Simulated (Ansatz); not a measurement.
Stretching the C4–H5 bond in CH5Bi (SMILES [CH3][BiH2]) (multiplicity 1 held, fragments rigid). Energies count from the point at 1.088 Å.
Geometry at that point (charge 0, multiplicity 1):
```xyz
7

Bi    -0.11442    -0.13876     0.14265
H      0.10110    -1.45635    -1.06584
H     -1.63440     0.37933    -0.67232
C      1.15924     1.32397    -1.06349
H      0.99503     2.32409    -0.66816
H      0.87591     1.28056    -2.11059
H      2.20387     1.04548    -0.94227
```

Restricted levels (R-, RO-) in cc, def2 and unpolarised 6-31G sets keep to the state of the molecule at rest. U- levels take the lowest unrestricted solution at each point, which mixes spins at long bonds. Active spaces are followed from a long bond inwards. Curves can end on different states.

Correlated levels freeze the cores. Filled d and f shells under p-block atoms count as core.

The values were computed with Ansatz (Gaussian basis) for Hartree–Fock, density functionals and correlated methods.  In def2 rows elements past Kr take small-core potentials, without spin–orbit coupling.

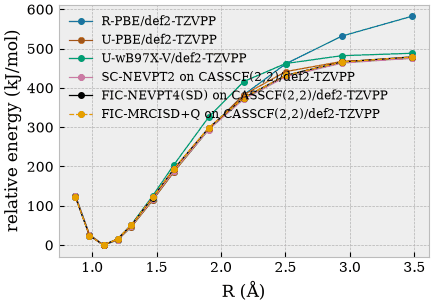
Relative energy along the coordinate

Doubts at one or more of the structures used: a restricted determinant that unrestricted orbitals would lower (R-PBE/def2-TZVPP); a spin-contaminated determinant (U-PBE/def2-TZVPP, U-wB97X-V/def2-TZVPP).

Ansatz is a program for electronic structure.
